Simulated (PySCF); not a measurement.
System: C2H12NSi3 (doublet).

Input

```
{"job": {"kind": "epr", "basis": "pcH-1"}, "charge": 0, "multiplicity": 2}
C     -2.040827    -1.245815    -0.129720
N     -2.372145     0.153198    -0.162350
Si    -1.218441     1.437412    -0.027683
Si     0.479243     1.157307    -1.538567
C      2.062949     0.691581    -0.576320
Si     2.025006    -0.931419     0.397254
H     -2.053484    -1.658296     0.886543
H     -1.041774    -1.387268    -0.538679
H     -2.748787    -1.816993    -0.736532
H     -3.319296     0.319545     0.141677
H     -2.142692     2.580254    -0.183396
H      0.752311     2.445602    -2.203853
H      0.386575     0.194928    -2.653862
H      2.300982     1.504763     0.111333
H      2.888165     0.653607    -1.288297
H      3.315742    -1.176881     1.048698
H      0.977252    -0.866261     1.422878
H      1.740462    -2.048945    -0.510300
```

Run with:

```sh
OMP_NUM_THREADS=1 python probes_run.py task.json out
```

Geometry: GFN2-xTB.

The calculation used UKS B3LYP, pcH-1 on C H N Si, non-relativistic, mean-field spin-orbit, GIAO in PySCF 2.14.0, density-fitted response routines.

Predict the electron density, electron localisation function and spin density between the atoms.

Answer. C–Si (1.89 Å): the density is about 0.9 e/Å³ at the midpoint; the ELF peaks at about 0.95 between the atoms (a shared electron pair).
The unpaired spin (1 electron) lies mostly on Si3 (about 0.6), N2 (about 0.2) and Si4 (about 0.1), in electrons by Hirshfeld's partition.

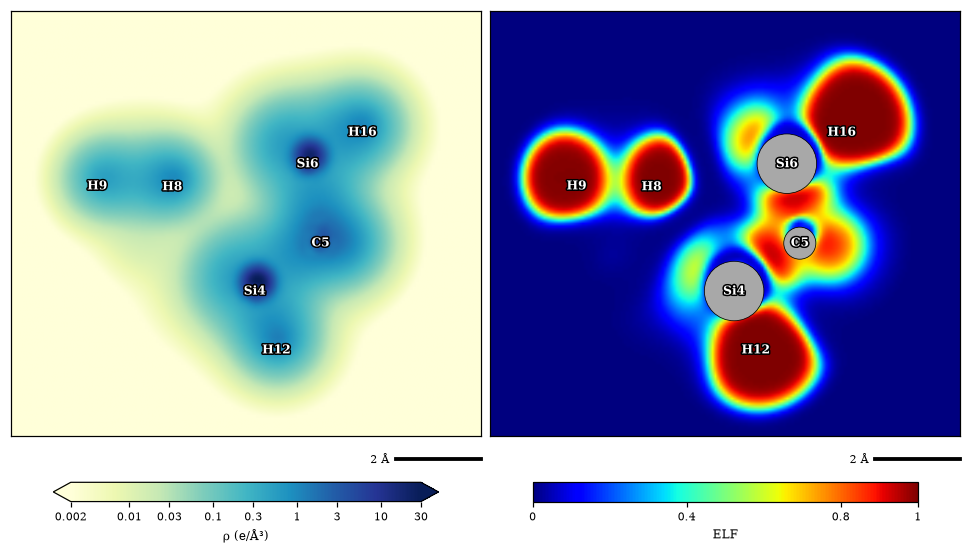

Computed electron density and electron localisation function on the plane of atoms C5, Si6 and H16, in this order. Grey discs cover the atomic cores in the ELF map. 
